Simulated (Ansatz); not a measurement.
Process, species as SMILES: O=[SiH] (O-SiH) → H atom + O atom + Si atom
B3LYP-D3(BJ)/def2-TZVP geometries, fixed; electronic energies without zero-point terms.

Basis-set convergence of the atomisation energy at CCSD(T) with Ansatz (a program for electronic structure). Cartesian d functions, on some or all atoms, in 6-31G*, 6-31+G*, 6-311G**, 6-311+G**; all else is spherical. Cores are frozen. Open shells are unrestricted. No added dispersion term, no relativity. Functions are those of the species that has most. Reference: Hartree-Fock in cc-pV(Q+d)Z plus the correlation part extrapolated as X^-3 from cc-pV(T+d)Z and cc-pV(Q+d)Z, 216.12 kcal/mol, itself unsure by roughly 1.64 kcal/mol (a third of the extrapolation step and of the last Hartree-Fock step). Deviations are taken from unrounded values.

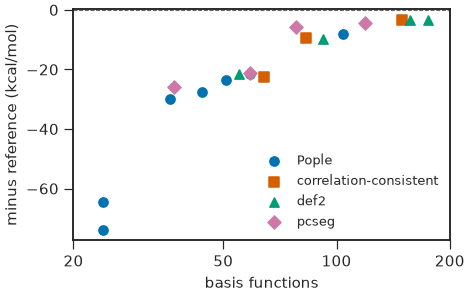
Fig. 1. Deviation from the reference against the number of basis functions, by family of sets.

```
basis              functions  atomisation energy (kcal/mol)  minus reference (kcal/mol)
-----------------  ---------  -----------------------------  --------------------------
3-21G                     24                         151.61                      -64.51
6-31G                     24                         142.30                      -73.83
6-31G*                    36                         186.12                      -30.01
pcseg-1                   37                         190.18                      -25.95
6-31+G*                   44                         188.52                      -27.60
6-311G**                  51                         192.49                      -23.63
def2-SVPD                 55                         194.60                      -21.53
6-311+G**                 59                         194.49                      -21.63
aug-pcseg-1               59                         195.06                      -21.06
aug-cc-pV(D+d)Z           64                         193.51                      -22.62
pcseg-2                   78                         210.31                       -5.82
cc-pV(T+d)Z               83                         206.57                       -9.55
def2-TZVPD                92                         206.31                       -9.81
6-311++G(3df,3pd)        104                         208.14                       -7.98
aug-pcseg-2              119                         211.67                       -4.45
cc-pV(Q+d)Z              149                         212.74                       -3.38
def2-QZVPP               157                         212.68                       -3.44
def2-QZVPPD              175                         212.80                       -3.33
```
